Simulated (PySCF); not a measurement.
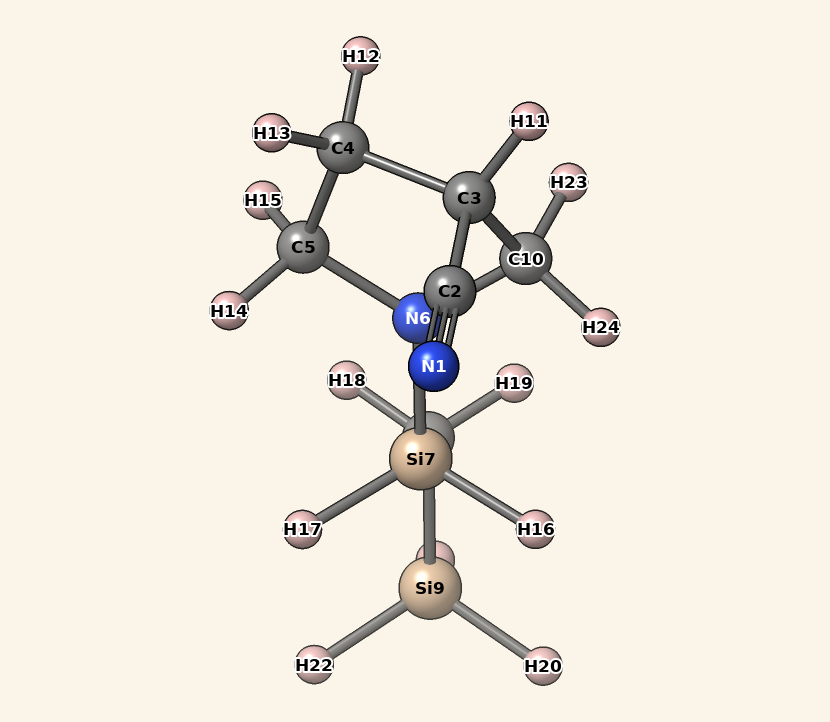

C8 lies behind Si7. The molecule seen nearly along the Si7–C8 bond, Si7 in front. Distant atoms are faded towards the background colour. The computed structure is the end point of a PBE0-D3(BJ)/def2-SVP optimisation. No frequency run is at hand to confirm it as a minimum.

> What is the torsion angle N6–Si7–C8–Si9? The sign is positive where the front bond must turn clockwise to cover the back bond.

180°, antiperiplanar (anti). The bonds about Si7–C8 are staggered.
